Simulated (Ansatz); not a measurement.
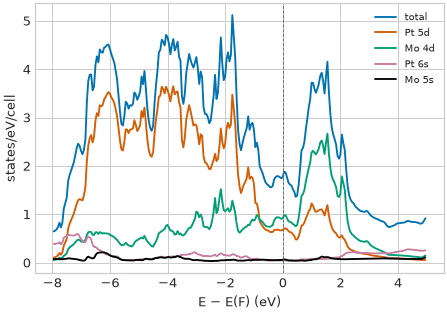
Figure. Total and projected density of states of MoPt2 in space group Immm (No. 71; Mo on 2a, Pt on 4i), DFT-LDA in the program Ansatz with PAW potentials

### Question
Which orbitals carry the states next to the Fermi level?

### Answer
Within 0.5 eV of the Fermi level: Mo 4d 52 %, Pt 5d 39 %. Projections are on Löwdin-orthogonalised atomic valence shells; empty p or d shells of many metals are not among them.

### Question
Where is the tallest occupied peak in this window, and what makes it?

### Answer
Near -1.8 eV, about 5.1 states/eV per cell; the largest projected share is Pt 5d.

The first step of the workflow began from a Materials Project structure, measured or hypothetical; the Crystallography Open Database files this formula in space group No. 71, but the cells were not matched. Its standing as an ambient phase is unchecked. The LDA relaxation kept the symmetry of its start; of distortions, only those at the zone centre were tested. No spin polarisation was allowed. Scalar-relativistic: spin–orbit coupling is off unless named, which matters more the heavier the elements.

Potentials: the later of the program's two PAW sets.
